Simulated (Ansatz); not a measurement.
# SiO (SMILES O=[Si]) at CCSDTQ/STO-3G

What is the electronic atomisation energy of SiO at CCSDTQ/STO-3G? 

Program for the calculation: Ansatz 0.2.0.

55 further runs of the same task are left out: 15 that didn't finish, 40 set aside as unsound or not needed.

### 1 The system as given

SiO has 2 atoms, charge 0, and is taken as a singlet. SMILES: `O=[Si]`. The coordinates come from a PBE0-D4/def2-TZVP relaxation.

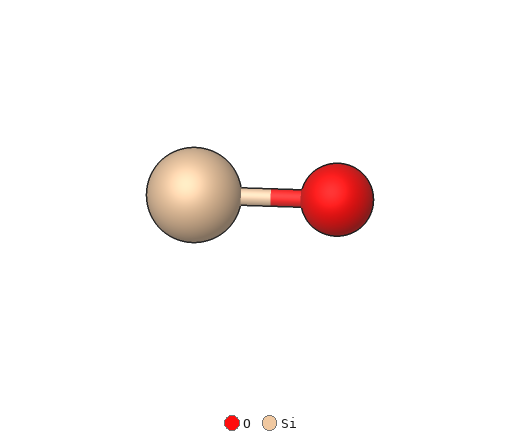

Viewed from a chosen angle; oxygen red, silicon light orange.

### 2 A single-point energy at CCSDTQ/STO-3G

molecule.yaml

```yaml
basis:
  gaussian: {orbitals: STO-3G}
crystal:
  periodic: [false, false, false]
  atoms:
    - {symbol: O, position_ang: [-0.640700, 0.231500, -0.324000]}
    - {symbol: Si, position_ang: [0.640700, -0.231500, 0.324000]}
correlation: {method: ccsdtq, frozen_orbitals: {O: 1, Si: 5}}
accuracy: high
scf: {omitted_lower_state_checks: [cluster_reference, increment]}
```

Run with:

```console
ansatz run molecule.yaml --threads 1 --pin off --max-ram 2610MiB --events-out events.jsonl --progress --plain --runs-dir runs
```

What it wrote (excerpt; [...] marks lines left out):

```text
Warning: RAYON_NUM_THREADS=1 ignored (pool sized by the plan → 1); use --threads N
Functional definition: HF
  name "HF"
[...]
224 factors; integrals over basis functions are off by at most 2.4e-8 eV
[...]
mean field -9779.73026266 eV, -359.3984582135 hartree, gradient 8.1e-8 eV, S^2 0.000000; 0 other end points of the search recorded, 0 dependent functions left out; unrestricted orbitals would lower it
6 core orbitals not correlated: weight in the atoms' cores, before any rotation towards them, 1.000 or more for the frozen orbitals, at most 0.000 for the correlated occupied ones
reference -9779.73026266 eV, -359.3984582135 hartree; 5, 5 occupied and 3, 3 virtual orbitals, 224 factors
second order -3.88684437 eV of doubles, -0.00000000 eV of singles
cycle   1  -2.94940793 eV  change    9.4e-1 eV  update   2.4e-1
[...]
cycle  26  -4.01405914 eV  change    1.2e-9 eV  update  3.2e-10
Total energy: -9783.74432180 eV, -359.5459721661 hartree
Checks for a lower state left out: cluster_reference, increment
```

Run time: 1.9 s. Hardware: 1 thread of Arm Neoverse V1, shared host; peak memory 0.13 GiB.

### 3 The O atom

in.yaml

```yaml
basis:
  gaussian:
    orbitals: STO-3G
crystal:
  periodic: [false, false, false]
  atoms:
    - symbol: O
      position_ang: [0.000000, 0.000000, 0.000000]
scf:
  omitted_lower_state_checks: [cluster_reference, increment]
accuracy: high
magnetization:
  spin_polarized: true
  initial_magnetization: 2
correlation:
  method: ccsdtq
  frozen_orbitals: {O: 1}
```

Run the same way, it converges to -73.80415 Eh (log not shown).

### 4 The Si atom at the same level

input.yaml

```yaml
crystal:
  periodic: [false, false, false]
  atoms:
    - {symbol: Si, position_ang: [0.000000, 0.000000, 0.000000]}
basis:
  gaussian:
    orbitals: STO-3G
magnetization:
  spin_polarized: true
  initial_magnetization: 2
correlation:
  method: ccsdtq
  frozen_orbitals: {Si: 5}
scf:
  omitted_lower_state_checks: [cluster_reference, increment]
accuracy: high
```

Run the same way, it converges to -285.47963 Eh (log not shown).

### 5 Results

At CCSDTQ/STO-3G, 6 core orbitals frozen:

| quantity | value |
| --- | --- |
| molecule: total energy | -359.54597 Eh |
| molecule: correlation energy (6 core orbitals frozen) | -147.5 mEh |
| molecule: T1 diagnostic | 0.028 |
| O atom: total energy | -73.80415 Eh |
| O atom: correlation energy (1 core orbital frozen) | 0.0 mEh |
| O atom: ⟨S²⟩ of the reference determinant | 2.000 |
| O atom: T1 diagnostic | 0.000 |
| Si atom: total energy | -285.47963 Eh |
| Si atom: correlation energy (5 core orbitals frozen) | -13.4 mEh |
| Si atom: ⟨S²⟩ of the reference determinant | 2.000 |
| Si atom: T1 diagnostic | 0.000 |
| electronic atomisation energy | 7.135 eV |

Taking the molecule apart into free atoms costs 7.13 eV (688 kJ/mol), before zero-point energy and without spin-orbit coupling. In a minimal basis such a difference can be off by several eV, whatever the method. The restricted solution (molecule) is unstable to spin breaking: an unrestricted one lies lower.
